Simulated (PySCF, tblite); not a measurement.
# C5H10ClOSi radical: geometry, infrared bands and EPR parameters

Aim: predict the infrared bands and EPR parameters of C5H10ClOSi radical (`[CH2][C@@H](O[SiH3])[C@H](Cl)C=C`).

The runs use tblite 0.8.0 and PySCF 2.14.0, with density-fitted response routines of our own; the level of theory stands in each step. All values are computed, except where a source is named. Atoms count from 0, in the outputs and in this text.

### 1 The molecule as given

18 atoms, charge 0, multiplicity 2; geometry from: force field or distance geometry start.

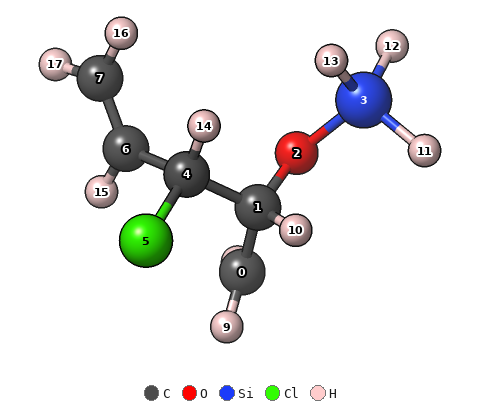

As it starts; carbon dark grey, oxygen red, silicon blue, chlorine green, hydrogen pink, atoms numbered.

### 2 Optimising the geometry with GFN2-xTB

The job: settings as JSON, then the geometry in Å.

```
{"job": {"kind": "relax", "xc": "GFN2-xTB", "basis": "xTB"}, "charge": 0, "multiplicity": 2}
C      0.693000    -2.074700     0.214400
C      0.744400    -0.586200     0.435000
O      1.063900    -0.021100    -0.828500
Si     2.020300     1.340600    -0.929800
C     -0.556000     0.022700     1.053400
Cl    -0.813900    -0.553100     2.727600
C     -1.813200    -0.262800     0.258100
C     -2.600600     0.673700    -0.276700
H      0.455900    -2.465800    -0.767100
H      0.733900    -2.755300     1.059500
H      1.578400    -0.421800     1.141900
H      3.348300     1.015000    -0.349200
H      2.144200     1.769300    -2.321700
H      1.400000     2.406900    -0.115800
H     -0.430200     1.118100     1.130200
H     -2.086900    -1.311600     0.150100
H     -2.390300     1.732400    -0.187200
H     -3.500000     0.380200    -0.832200
```

On the command line:

```sh
$ OMP_NUM_THREADS=1 python probes_run.py task.json out
```

The driver reads the jobs from task.json and runs them one after another.

Log:

```text
step      E/eV     max force
  0    -709.69205    1.693
  1    -709.77921    0.738
  2    -709.82338    0.594
  3    -709.83984    0.435
  4    -709.85902    0.422
  5    -709.88465    0.348
  6    -709.89573    0.322
  7    -709.90848    0.223
  8    -709.91603    0.212
  9    -709.92128    0.154
 10    -709.92511    0.145
 11    -709.92943    0.159
 12    -709.93341    0.169
 13    -709.93636    0.121
 14    -709.93842    0.095
 15    -709.94048    0.114
 16    -709.94255    0.115
 17    -709.94406    0.110
 18    -709.94500    0.074
 19    -709.94590    0.083
 20    -709.94718    0.124
 21    -709.94886    0.122
 22    -709.95050    0.104
 23    -709.95182    0.074
 24    -709.95303    0.097
 25    -709.95436    0.100
 26    -709.95560    0.079
 27    -709.95650    0.056
 28    -709.95711    0.064
 29    -709.95768    0.066
 30    -709.95824    0.066
 31    -709.95866    0.048
 32    -709.95892    0.032
 33    -709.95913    0.035
 34    -709.95935    0.045
 35    -709.95958    0.044
 36    -709.95978    0.040
 37    -709.95996    0.042
 38    -709.96019    0.038
 39    -709.96046    0.049
 40    -709.96068    0.035
 41    -709.96082    0.028
 42    -709.96093    0.031
 43    -709.96108    0.047
 44    -709.96129    0.057
 45    -709.96150    0.040
 46    -709.96167    0.033
 47    -709.96181    0.025
 48    -709.96196    0.047
 49    -709.96215    0.050
 50    -709.96234    0.031
 51    -709.96250    0.029
 52    -709.96266    0.035
 53    -709.96284    0.051
 54    -709.96304    0.043
 55    -709.96323    0.033
 56    -709.96340    0.036
 57    -709.96359    0.052
 58    -709.96382    0.062
 59    -709.96403    0.042
 60    -709.96416    0.025
 61    -709.96426    0.028
 62    -709.96437    0.039
 63    -709.96451    0.043
 64    -709.96467    0.030
 65    -709.96484    0.030
 66    -709.96499    0.037
 67    -709.96517    0.045
 68    -709.96535    0.032
 69    -709.96548    0.026
 70    -709.96559    0.028
 71    -709.96571    0.044
 72    -709.96587    0.049
 73    -709.96602    0.030
 74    -709.96611    0.025
 75    -709.96616    0.021
 76    -709.96623    0.025
 77    -709.96632    0.025
 78    -709.96640    0.028
 79    -709.96647    0.027
 80    -709.96653    0.023
 81    -709.96661    0.028
 82    -709.96672    0.028
 83    -709.96683    0.024
 84    -709.96692    0.022
 85    -709.96700    0.021
 86    -709.96709    0.024
 87    -709.96718    0.025
 88    -709.96726    0.022
 89    -709.96732    0.019
 90    -709.96739    0.024
 91    -709.96747    0.029
 92    -709.96759    0.031
 93    -709.96771    0.026
 94    -709.96783    0.025
 95    -709.96795    0.025
 96    -709.96809    0.035
 97    -709.96823    0.032
 98    -709.96834    0.029
 99    -709.96843    0.025
100    -709.96853    0.027
101    -709.96867    0.040
102    -709.96882    0.040
103    -709.96897    0.028
104    -709.96911    0.030
105    -709.96923    0.027
106    -709.96932    0.026
107    -709.96939    0.019
108    -709.96945    0.020
109    -709.96950    0.020
110    -709.96959    0.031
111    -709.96970    0.031
112    -709.96979    0.022
113    -709.96985    0.025
114    -709.96991    0.021
115    -709.97000    0.022
116    -709.97010    0.029
117    -709.97018    0.017
118    -709.97024    0.020
119    -709.97029    0.022
120    -709.97034    0.020
121    -709.97040    0.016
122    -709.97044    0.011
123    -709.97047    0.012
124    -709.97049    0.013
125    -709.97051    0.013
126    -709.97054    0.015
127    -709.97059    0.018
128    -709.97065    0.019
129    -709.97073    0.022
130    -709.97083    0.026
131    -709.97095    0.031
132    -709.97109    0.030
133    -709.97123    0.025
134    -709.97135    0.022
135    -709.97146    0.021
136    -709.97157    0.031
137    -709.97166    0.029
138    -709.97178    0.035
139    -709.97186    0.016
140    -709.97191    0.013
141    -709.97194    0.012
142    -709.97197    0.009
```

It took 1.2 s on 1 thread of Arm Neoverse V1, shared host.

The steps of the relaxation: (not every step is listed)

```tsv
step	energy from step 0 (eV)	largest force (eV/Å)
0	0.0000	1.6926
1	-0.0872	0.7379
2	-0.1313	0.5940
3	-0.1478	0.4353
4	-0.1670	0.4222
5	-0.1926	0.3477
6	-0.2037	0.3216
7	-0.2164	0.2228
8	-0.2240	0.2119
20	-0.2551	0.1241
32	-0.2669	0.0320
44	-0.2692	0.0572
56	-0.2713	0.0362
68	-0.2733	0.0323
80	-0.2745	0.0229
92	-0.2755	0.0308
104	-0.2771	0.0301
116	-0.2781	0.0287
128	-0.2786	0.0188
137	-0.2796	0.0288
138	-0.2797	0.0348
139	-0.2798	0.0157
140	-0.2799	0.0133
141	-0.2799	0.0121
142	-0.2799	0.0087
```

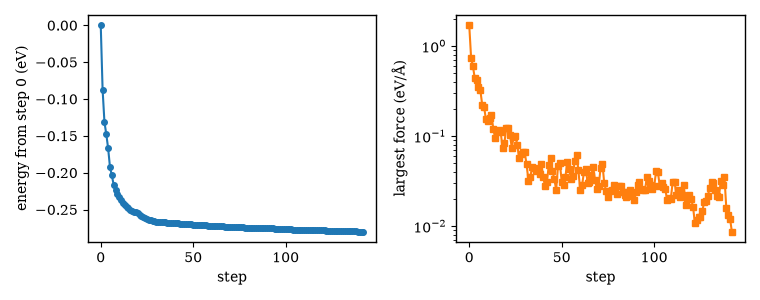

Energy and largest force along the relaxation.

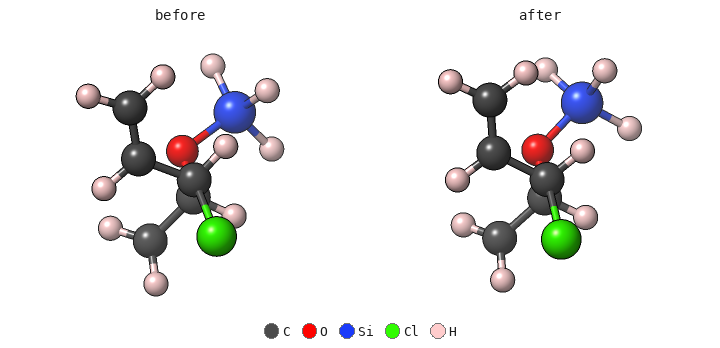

Before and after, at one scale.

Close pairs (by a distance rule), those that changed most:

```tsv
bond	before (Å)	after (Å)	change (Å)
O2–Si3	1.667	1.619	-0.048
C0–C1	1.506	1.466	-0.039
C4–C6	1.515	1.486	-0.029
C1–O2	1.421	1.392	-0.029
C7–H17	1.097	1.076	-0.021
Si3–H11	1.485	1.466	-0.019
C0–H9	1.086	1.071	-0.015
C6–C7	1.335	1.320	-0.015
```

The end geometry stands in the next job.

### 3 Vibrational analysis with GFN2-xTB

The job: settings as JSON, then the geometry in Å.

```
{"job": {"kind": "ir", "xc": "GFN2-xTB", "basis": "xTB"}, "charge": 0, "multiplicity": 2}
C      0.616082    -2.137446     0.254271
C      0.773794    -0.701400     0.504515
O      1.062316    -0.028146    -0.678935
Si     1.775323     1.401641    -0.942377
C     -0.508325    -0.049803     1.127126
Cl    -0.830265    -0.808195     2.709479
C     -1.684732    -0.212778     0.234251
C     -2.313936     0.801066    -0.331328
H      0.510552    -2.486951    -0.752146
H      0.566291    -2.820985     1.077089
H      1.577177    -0.535351     1.245277
H      3.091411     1.451886    -0.298434
H      1.817826     1.364992    -2.392455
H      0.988367     2.525851    -0.420240
H     -0.299047     1.005258     1.319799
H     -1.986965    -1.235904     0.058025
H     -2.014377     1.822098    -0.160825
H     -3.150250     0.650484    -0.991408
```

Log:

```text
mode    cm-1     km/mol
  1      41.9      0.21
  2      54.3      0.45
  3      60.7      0.78
  4     115.9      0.20
  5     155.3      0.39
  6     173.3      2.15
  7     192.5      1.62
  8     216.2      0.47
  9     266.3      2.88
 10     328.6      2.36
 11     363.2      2.16
 12     407.9      1.47
 13     439.0     42.64
 14     562.2      0.83
 15     606.8     68.98
 16     629.4     65.70
 17     686.8     15.07
 18     740.1    218.34
 19     757.6     32.93
 20     784.7     17.55
 21     808.2    282.21
 22     842.0    272.38
 23     861.6      2.85
 24     901.9     14.20
 25     961.6      5.62
 26     989.5     76.80
 27    1012.9     22.08
 28    1069.1     18.74
 29    1119.2      9.51
 30    1156.2    203.61
 31    1192.7     12.55
 32    1213.5     11.87
 33    1252.9      1.63
 34    1287.2      4.51
 35    1298.6     15.11
 36    1361.5      6.83
 37    1407.2      1.41
 38    1701.8      2.53
 39    2199.4    352.06
 40    2241.5    189.74
 41    2367.5    248.43
 42    2779.2     46.49
 43    2945.5     15.40
 44    3074.4      7.91
 45    3103.5     13.21
 46    3135.8     24.60
 47    3150.9      4.05
 48    3207.3     14.86
```

Run time: 0.77 s. Hardware: 1 thread of Arm Neoverse V1, shared host.

The strongest bands and the atoms that carry them (share of the mass-weighted mode):

```tsv
cm⁻¹	km/mol	atoms
740	218.3	H12 58 %, H11 25 %, H13 10 %
808	282.2	H13 39 %, H12 25 %, H11 22 %
842	272.4	H11 42 %, H13 42 %
990	76.8	O2 28 %, H9 22 %, C0 15 %, H8 12 %
1156	203.6	O2 36 %, H14 25 %, C1 24 %
2199	352.1	H13 75 %, H11 21 %
2242	189.7	H11 76 %, H13 22 %
2368	248.4	H12 97 %
```

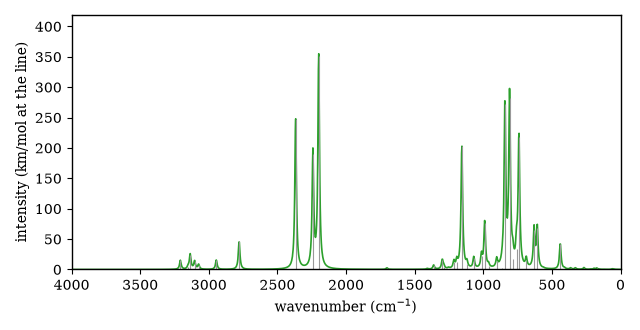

The infrared spectrum from these modes, unscaled. Lines are broadened to a width of 14 cm⁻¹ (Lorentzian).

### 4 EPR parameters: B3LYP/pcH-1

Same as in step 3 but for these lines:

```diff
@@ -1,2 +1,2 @@
-{"job": {"kind": "ir", "xc": "GFN2-xTB", "basis": "xTB"}, "charge": 0, "multiplicity": 2}
+{"job": {"kind": "epr", "basis": "pcH-1"}, "charge": 0, "multiplicity": 2}
 C      0.616082    -2.137446     0.254271
```

Method: UKS B3LYP, pcH-1 on C Cl H O Si, non-relativistic, mean-field spin-orbit, GIAO.

Log:

```text
UKS, coarse grid
  cycle   1  E = -1021.31232440  |g| = 5.81e-01
  cycle   2  E = -1021.10336833  |g| = 9.46e-01
  cycle   3  E = -1021.42836552  |g| = 1.08e-01
  cycle   4  E = -1021.43241026  |g| = 4.49e-02
  cycle   5  E = -1021.43328476  |g| = 8.84e-03
  cycle   6  E = -1021.43331395  |g| = 4.48e-03
  cycle   7  E = -1021.43332391  |g| = 1.66e-03
  cycle   8  E = -1021.43332651  |g| = 8.88e-04
UKS, final grid
  cycle   1  E = -1021.43326961  |g| = 1.52e-03
  cycle   2  E = -1021.43326663  |g| = 2.88e-03
  cycle   3  E = -1021.43327074  |g| = 1.53e-04
  cycle   4  E = -1021.43327075  |g| = 3.37e-05
  cycle   5  E = -1021.43327075  |g| = 2.53e-05
E = -1021.43327075 Eh   <S^2> = 0.7536 (exact 0.7500)
g shifts (ppm)      1          2          3
  rmc          -139       -139       -139
  gc              7         37         24
  oz_so        -101        484        893
  total        -232        382        779
hyperfine (MHz)  atom isotope    a_iso     a_fc   dipolar eigenvalues
    0   13C      88.93      89.03    -81.64    -81.06    162.71
    1   13C     -38.25     -38.26     -1.86     -0.82      2.69
    2   17O      -2.08      -2.08     -2.02      0.85      1.17
    3  29Si       0.07       0.07     -0.39      0.18      0.20
    4   13C      66.24      66.25     -6.25     -5.71     11.96
    5  35Cl       1.85       1.86     -0.91      0.12      0.79
    6   13C       1.52       1.52     -1.62      0.27      1.35
    7   13C      -0.55      -0.55     -0.45     -0.22      0.67
    8    1H     -65.10     -65.11    -39.62     -0.10     39.72
    9    1H     -64.13     -64.14    -39.24     -0.55     39.79
   10    1H      90.14      90.14     -5.44     -4.25      9.69
   11    1H       0.11       0.11     -0.93     -0.88      1.82
   12    1H       0.75       0.75     -0.77     -0.73      1.50
   13    1H      -0.17      -0.17     -0.76     -0.70      1.46
   14    1H       3.64       3.64     -3.86     -1.78      5.64
   15    1H       2.05       2.05     -5.31     -2.75      8.07
   16    1H       2.43       2.43     -0.88     -0.68      1.56
   17    1H       1.48       1.48     -0.80     -0.74      1.54
```

It took 2.2 min on 1 thread of Arm Neoverse V1, shared host; peak memory 1.2 GiB.

Principal g values 2.00209, 2.00270, 2.00310; g(iso) = 2.00263, against 2.00232 for a free electron.

Hyperfine couplings; where a row names several nuclei, a(iso) is their mean (it holds for fast rotation or exchange) and the dipolar term the largest among them:

```tsv
nuclei	isotope	a(iso) (MHz)	a(iso) (G, at g = 2.0023)	largest dipolar term (MHz)
H10	1H	90.1	32.2	9.7
C0	13C	88.9	31.7	162.7
C4	13C	66.2	23.6	12.0
H8, H9	1H	-64.6	-23.1	39.8
C1	13C	-38.2	-13.6	2.7
H14	1H	3.6	1.3	5.6
H16	1H	2.4	0.9	1.6
O2	17O	-2.1	-0.7	-2.0
H15	1H	2.0	0.7	8.1
Cl5	35Cl	1.8	0.7	-0.9
C6	13C	1.5	0.5	-1.6
H17	1H	1.5	0.5	1.5
C7	13C	-0.5	-0.2	0.7
H11, H12, H13	1H	0.2	0.1	1.8
```

Mulliken spin populations:

C0 1.07; C1 -0.08; O2 0.00; Si3 0.00; C4 0.05; Cl5 0.00; C6 0.00; C7 0.00; H8 -0.05; H9 -0.04; H10 0.04; H11 0.00; H12 0.00; H13 0.00; H14 0.00; H15 0.00; H16 0.00; H17 0.00

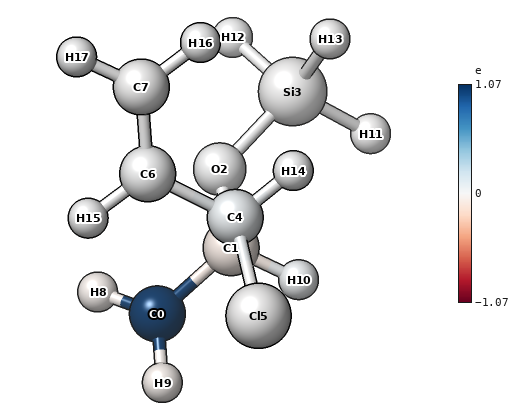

Mulliken spin populations, as colours on the atoms.

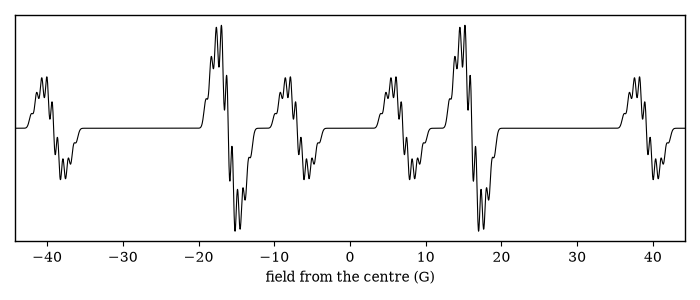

First-order isotropic spectrum (first derivative, main isotopes with spin only, couplings over 0.8 MHz, Gaussian width 0.3 G; couplings of the frozen geometry, rotation of groups not averaged beyond the rows shown).

The fields below are evaluated on a grid from the run's orbitals.

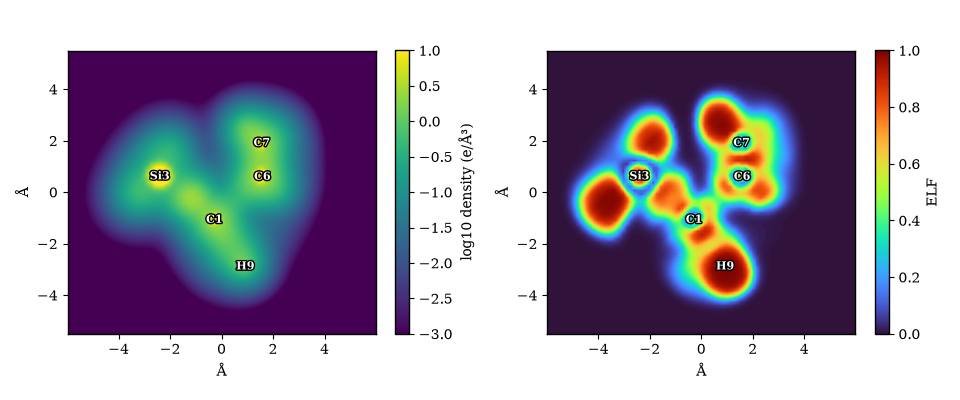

Density (left) and ELF (right) in a plane through or near 5 of the atoms.

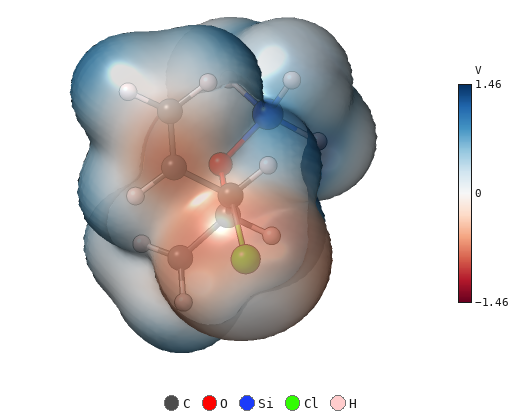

Electrostatic potential on the surface of density 0.002 e/bohr³; red is low, blue high. It runs from -0.99 V near O2 to 1.46 V near H13.

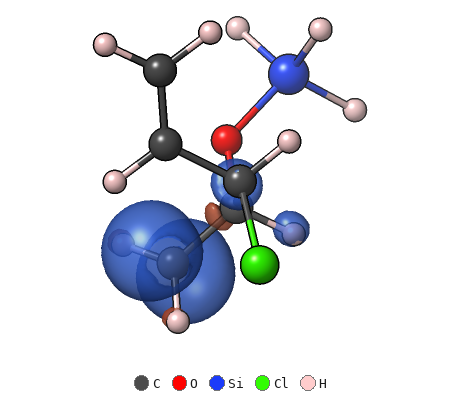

Spin density at ±0.04 e/Å³ (alpha excess blue, beta excess red).

### 5 What came out

| quantity | value |
| --- | --- |
| strongest single infrared mode (GFN2-xTB) | 2199 cm⁻¹, 352 km/mol |
| zero-point energy (GFN2-xTB) | 80.4 kcal/mol |
| g(iso) (B3LYP) | 2.00263 |
| ⟨S²⟩ | 0.754 (exact 0.75) |
| largest a(iso) (averaged by class) | 1H on H10, 90.1 MHz |
| potential on the surface of density 0.002 e/bohr³, 1st and 99th percentile | -0.99 V and 1.46 V |

What this shows: Over 142 steps the energy fell by 0.280 eV; of the close pairs, O2–Si3 changed most, 1.667 to 1.619 Å. All 48 modes are real, so the xTB geometry is a minimum. The strongest single mode, at 2199 cm⁻¹, moves mainly H13. GFN2-xTB is a fitted tight-binding method: band positions and strengths are rough. Its intensities can rank the bands wrongly. Most of the unpaired spin sits on C0 (1.07 e). The isotropic g lies 0.3 ppt above the free-electron value. These values are for one conformer; the search (at its own cheap level) found 2 more, at 0.52, 1.11 kcal/mol, and measured spectra average over such forms.
